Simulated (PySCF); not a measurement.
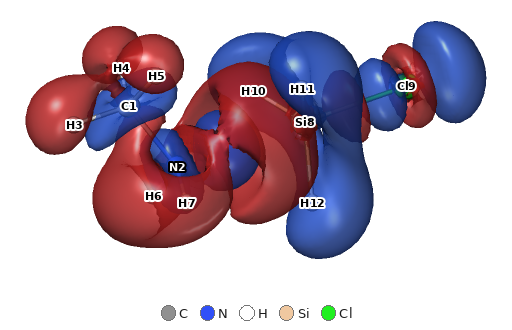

CH$_{8}$ClNSi, SMILES `CN.[SiH3]Cl`. Density of the complex less the densities of the two fragments at the same geometry, ±0.003 e/Å³ (blue: gain, red: loss). Fragment A: H5CN (atoms 1–7); fragment B: SiH3Cl.

Level of theory: PBE0/def2-SVPD (PySCF), at a geometry from GFN2-xTB. GFN2-xTB bond lengths at metals and heavier atoms can be off by up to 0.1 Å and shapes distorted, which carries into these values.

Geometry (Å), atoms numbered from 1:

```
C1      -2.9361    0.6327   -0.0003
N2      -2.1497   -0.5895   -0.0008
H3      -4.0183    0.4592   -0.0211
H4      -2.6605    1.2250   -0.8707
H5      -2.6917    1.2039    0.8932
H6      -2.3518   -1.1422   -0.8260
H7      -2.3674   -1.1525    0.8135
Si8      0.3927   -0.1681    0.0021
Cl9      2.4130    0.1623   -0.0010
H10     -0.0177    0.3699   -1.2876
H11     -0.0505    0.5804    1.1698
H12      0.3035   -1.6182    0.1249
```

Question: Which way does charge flow?

Answer: Hirshfeld charges show 0.073 e passing from A to B. By Hirshfeld charges, electrons gather most on Cl9 (−0.038 e) and leave H7 most (+0.016 e); 0.19 e is displaced in all, which induces a dipole of 1.97 D.

Question: What is the interaction energy, and which contacts carry it?

Answer: The counterpoise-corrected interaction energy of the frozen fragments is −8.8 kcal/mol without dispersion correction and −10.7 kcal/mol with D3(BJ). The pair geometry is semi-empirical, not a minimum at this level. Contacts: N2···Si8, 2.58 Å, ρ = 0.027 a.u. The pose is a local one from a semi-empirical search, not shown to be the most stable.
